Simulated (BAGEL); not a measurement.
# HF/STO-3G (density fitting with qzvpp-jkfit) run of C2H6OSi (SMILES CO[Si]C)

What is the energy change on altering one bond length of C2H6OSi at HF/STO-3G (density fitting with qzvpp-jkfit)? 

The calculation is run with BAGEL 1.2.2.

1 further run of the same task is left out (set aside as unsound or not needed). Runs told in other sessions of the task aren't counted.

## Step 1: Starting point

C2H6OSi has 10 atoms, charge 0, and is taken as a singlet. As SMILES, `CO[Si]C`. Geometry: relaxed at PBE0-D4/def2-TZVP. This is one conformer, not always the lowest.

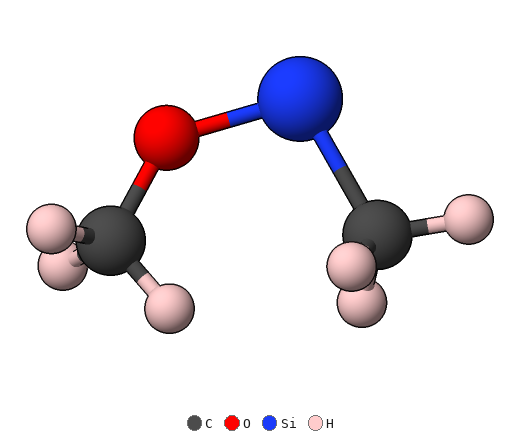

Viewed from a chosen angle; carbon dark grey, oxygen red, silicon blue, hydrogen pink.

## Step 2: The energy at HF/STO-3G (density fitting with qzvpp-jkfit)

Contents of hf.json:

```json
{ "bagel": [

{
  "title": "molecule",
  "basis": "sto-3g",
  "df_basis": "qzvpp-jkfit",
  "angstrom": true,
  "geometry": [
    { "atom": "C", "xyz": [      -0.453800,       1.262700,      -0.782500 ] },
    { "atom": "O", "xyz": [       0.892900,       1.066700,      -0.423500 ] },
    { "atom": "Si", "xyz": [       1.695100,      -0.124400,       0.380400 ] },
    { "atom": "C", "xyz": [       0.308400,      -1.365000,       0.803300 ] },
    { "atom": "H", "xyz": [      -0.527200,       1.344800,      -1.869800 ] },
    { "atom": "H", "xyz": [      -1.097200,       0.445700,      -0.445300 ] },
    { "atom": "H", "xyz": [      -0.809600,       2.197600,      -0.342400 ] },
    { "atom": "H", "xyz": [      -0.184400,      -1.751200,      -0.097200 ] },
    { "atom": "H", "xyz": [      -0.467600,      -0.912400,       1.432500 ] },
    { "atom": "H", "xyz": [       0.726300,      -2.215800,       1.347400 ] }
  ]
},

{
  "title": "hf"
},

{
  "title": "print",
  "file": "orbitals.molden",
  "orbitals": true
}

]}
```

Started as:

```sh
$ BAGEL_NUM_THREADS=1 BAGEL hf.json > hf.out
```

Log:

```text
* using 1 threads per process

  ===============================================================
  ===============================================================

  *** Geometry ***

  { "atom" : "C", "xyz" : [     -0.857558,      2.386157,     -1.478711 ] },
  { "atom" : "O", "xyz" : [      1.687336,      2.015771,     -0.800299 ] },
  { "atom" : "Si", "xyz" : [      3.203275,     -0.235082,      0.718852 ] },
  { "atom" : "C", "xyz" : [      0.582792,     -2.579476,      1.518017 ] },
  { "atom" : "H", "xyz" : [     -0.996264,      2.541304,     -3.533410 ] },
  { "atom" : "H", "xyz" : [     -2.073408,      0.842251,     -0.841495 ] },
  { "atom" : "H", "xyz" : [     -1.529922,      4.152862,     -0.647042 ] },
  { "atom" : "H", "xyz" : [     -0.348465,     -3.309288,     -0.183681 ] },
  { "atom" : "H", "xyz" : [     -0.883636,     -1.724186,      2.707033 ] },
  { "atom" : "H", "xyz" : [      1.372508,     -4.187255,      2.546217 ] },

  Number of auxiliary basis functions:      463

  Since a DF basis is specified, we compute 2- and 3-index integrals:
    o Being stored without compression. Storage requirement is 0.003 GB

  Number of basis functions:       30
  Number of electrons      :       40

    * METHOD: MOLECULE                             0.16

  *** RHF ***

  === Nuclear Repulsion ===
   160.1687469878

      * DIIS with orbital gradients will be used.

  === RHF iteration (sto-3g) ===
      0       -437.67845984          0.01362196           0.02
      1       -437.72592196          0.00530741           0.02
      2       -437.73307026          0.00098669           0.02
      3       -437.73348699          0.00017886           0.02
      4       -437.73350382          0.00005958           0.02
      5       -437.73350592          0.00001163           0.02
      6       -437.73350601          0.00000380           0.02
      7       -437.73350602          0.00000147           0.02
      8       -437.73350602          0.00000028           0.02
      9       -437.73350602          0.00000008           0.02
     10       -437.73350602          0.00000003           0.02
     11       -437.73350602          0.00000001           0.02
    * SCF iteration converged.

    * Permanent dipole moment:
           (    0.254279,     0.132286,    -0.025276) a.u.

    * METHOD: HF                                   0.27

    * METHOD: PRINT                                0.00

  ===============================================================
```

Wall time 0.54 s (1 thread of Arm Neoverse V1, shared host).

## Step 3: The distorted shape at the same level

Contents of job.json:

```json
{ "bagel": [

{
  "title": "molecule",
  "basis": "sto-3g",
  "df_basis": "qzvpp-jkfit",
  "angstrom": true,
  "geometry": [
    { "atom": "C", "xyz": [      -0.037818,       1.634855,      -0.909362 ] },
    { "atom": "O", "xyz": [       1.308882,       1.438855,      -0.550362 ] },
    { "atom": "Si", "xyz": [       2.111082,       0.247755,       0.253538 ] },
    { "atom": "C", "xyz": [       0.308400,      -1.365000,       0.803300 ] },
    { "atom": "H", "xyz": [      -0.111218,       1.716955,      -1.996662 ] },
    { "atom": "H", "xyz": [      -0.681218,       0.817855,      -0.572162 ] },
    { "atom": "H", "xyz": [      -0.393618,       2.569755,      -0.469262 ] },
    { "atom": "H", "xyz": [      -0.184400,      -1.751200,      -0.097200 ] },
    { "atom": "H", "xyz": [      -0.467600,      -0.912400,       1.432500 ] },
    { "atom": "H", "xyz": [       0.726300,      -2.215800,       1.347400 ] }
  ]
},

{ "title": "hf" },

{ "title": "print", "file": "orbitals.molden", "orbitals": true }

]}
```

Started as:

```sh
$ BAGEL_NUM_THREADS=1 BAGEL job.json > job.out
```

Log:

```text
* using 1 threads per process

  ===============================================================
  ===============================================================

  *** Geometry ***

  { "atom" : "C", "xyz" : [     -0.071466,      3.089428,     -1.718445 ] },
  { "atom" : "O", "xyz" : [      2.473429,      2.719042,     -1.040033 ] },
  { "atom" : "Si", "xyz" : [      3.989367,      0.468189,      0.479117 ] },
  { "atom" : "C", "xyz" : [      0.582792,     -2.579476,      1.518017 ] },
  { "atom" : "H", "xyz" : [     -0.210172,      3.244575,     -3.773144 ] },
  { "atom" : "H", "xyz" : [     -1.287315,      1.545522,     -1.081229 ] },
  { "atom" : "H", "xyz" : [     -0.743830,      4.856133,     -0.886777 ] },
  { "atom" : "H", "xyz" : [     -0.348465,     -3.309288,     -0.183681 ] },
  { "atom" : "H", "xyz" : [     -0.883636,     -1.724186,      2.707033 ] },
  { "atom" : "H", "xyz" : [      1.372508,     -4.187255,      2.546217 ] },

  Number of auxiliary basis functions:      463

  Since a DF basis is specified, we compute 2- and 3-index integrals:
    o Being stored without compression. Storage requirement is 0.003 GB

  Number of basis functions:       30
  Number of electrons      :       40

    * METHOD: MOLECULE                             0.16

  *** RHF ***

  === Nuclear Repulsion ===
   150.2878307448

      * DIIS with orbital gradients will be used.

  === RHF iteration (sto-3g) ===
      0       -437.57734492          0.01520727           0.02
      1       -437.64154571          0.00674654           0.01
      2       -437.65283782          0.00111744           0.02
      3       -437.65350450          0.00028275           0.02
      4       -437.65355023          0.00010636           0.02
      5       -437.65355578          0.00003210           0.02
      6       -437.65355643          0.00001121           0.02
      7       -437.65355651          0.00000323           0.02
      8       -437.65355652          0.00000093           0.02
      9       -437.65355652          0.00000027           0.02
     10       -437.65355652          0.00000009           0.02
     11       -437.65355652          0.00000002           0.02
     12       -437.65355652          0.00000001           0.02
    * SCF iteration converged.

    * Permanent dipole moment:
           (   -0.246629,    -0.503298,     0.230459) a.u.

    * METHOD: HF                                   0.28

    * METHOD: PRINT                                0.00

  ===============================================================
```

Run time: 0.56 s. Hardware: 1 thread of Arm Neoverse V1, shared host.

## Step 4: Outcome

At HF/STO-3G (density fitting with qzvpp-jkfit):

| quantity | value |
| --- | --- |
| first shape: total energy | -437.73351 Eh |
| first shape: dipole moment | 0.73 D |
| first shape: HOMO energy | -6.07 eV |
| first shape: LUMO energy | 6.88 eV |
| first shape: HOMO–LUMO gap | 12.95 eV |
| distorted shape: total energy | -437.65356 Eh |
| distorted shape: dipole moment | 1.54 D |
| distorted shape: HOMO energy | -5.34 eV |
| distorted shape: LUMO energy | 6.15 eV |
| distorted shape: HOMO–LUMO gap | 11.49 eV |
| energy change with the Si3–C4 bond stretched from 1.908 to 2.480 Å | 2.176 eV |

With the Si3–C4 bond stretched from 1.908 to 2.480 Å the energy rises by 2.18 eV (50 kcal/mol). The first shape isn't relaxed at this level, so the change isn't measured from a minimum. The minimal basis adds a large error of its own.
